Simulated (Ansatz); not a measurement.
**Hypothetical fluorite TeO2, pressure series**

Consider TeO2 in the fluorite structure (space group Fm-3m, No. 225; a hypothetical phase, not in the database extracts checked).

```yaml
crystal:
  lattice:
    - [0.00000, 2.66168, 2.66168]
    - [2.66168, 0.00000, 2.66168]
    - [2.66168, 2.66168, 0.00000]
  atoms:
    - { symbol: Te, position: [0.00000, 0.00000, 0.00000] }
    - { symbol: O, position: [0.25000, 0.25000, 0.25000] }
    - { symbol: O, position: [0.75000, 0.75000, 0.75000] }
```

Cell and atoms are relaxed at each pressure.

All numbers come from PBEsol (Ansatz, a program for electronic structure, PAW, no spin-orbit coupling), earlier PAW set.

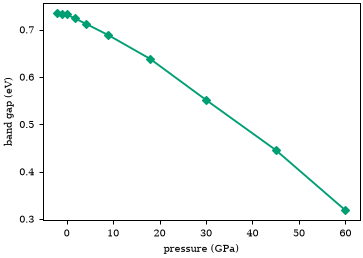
Figure: Band gap against pressure

```json
[
 {"pressure (GPa)": "-2", "band gap": "0.74 eV"},
 {"pressure (GPa)": "-1", "band gap": "0.73 eV"},
 {"pressure (GPa)": "1.8", "band gap": "0.72 eV"},
 {"pressure (GPa)": "4.2", "band gap": "0.71 eV"},
 {"pressure (GPa)": "9", "band gap": "0.69 eV"},
 {"pressure (GPa)": "18", "band gap": "0.64 eV"},
 {"pressure (GPa)": "30", "band gap": "0.55 eV"},
 {"pressure (GPa)": "45", "band gap": "0.45 eV"},
 {"pressure (GPa)": "60", "band gap": "0.32 eV"}
]
```

Spin-orbit coupling, missing from the scalar runs, can matter with Te. Load acts through the strain it causes; cell and atoms are relaxed under it. Whether these cells are dynamically stable was not tested. Competing high-pressure phases were not computed.
